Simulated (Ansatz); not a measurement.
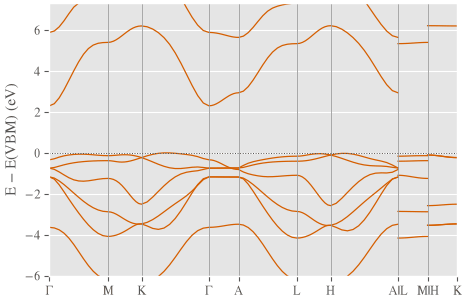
*Band structure from PBE (plane waves, PAW; program Ansatz)*

Question: Read off the gap and where the band edges lie.

Answer: About 2.3 eV (2.30 eV by a search for the band edges); maximum on the K–Γ line, 38 % of the way from K, minimum at Γ.

The material is SnO$_{2}$ (CdI2 type, P-3m1).

A made-up cell: these elements were put on the sites of a structure type; neither database checked (COD, Materials Project) lists it. It is not the phase usual at ambient conditions (space group No. 136). The cell was relaxed with PBE under the symmetry of its start; whether a distortion lowers the energy is not shown. A crystal of weakly bound layers computed without a dispersion correction: the cell and the soft elastic constants depend strongly on that. Spin–orbit coupling is left out wherever it is not named.

Potentials: the later of the program's two PAW sets.
